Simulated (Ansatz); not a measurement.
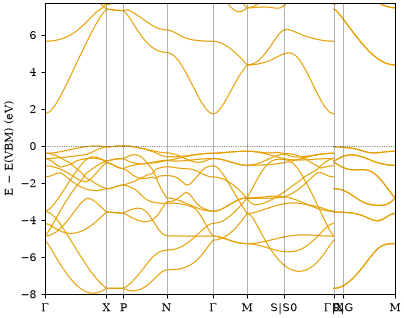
Figure. Band structure from DFT-LDA in the program Ansatz with PAW potentials

The gap is 1.73 eV; an edge lies off the plotted path or next to a special point (maximum off the standard path, minimum at Γ).

Pick the material that matches.
A) SnF4, I4/mmm (Sn on 2a, F on 4e, F on 4c)
B) SnO2, anatase
C) ZnCu2GeS4, I-4 (Pearson symbol tI16)
D) SnS2, I-42d (Sn on 4a, S on 8d)

B, SnO2, anatase

Space group I4_1/amd (anatase). The first step of the workflow began from a Materials Project structure, measured or hypothetical; the Crystallography Open Database copy checked does not list it. It is not the phase usual at ambient conditions (space group No. 136). The cell was relaxed with LDA under the symmetry of its start; whether a distortion lowers the energy is not shown. Spin–orbit coupling is left out wherever it is not named.

Potentials: the later of the program's two PAW sets.
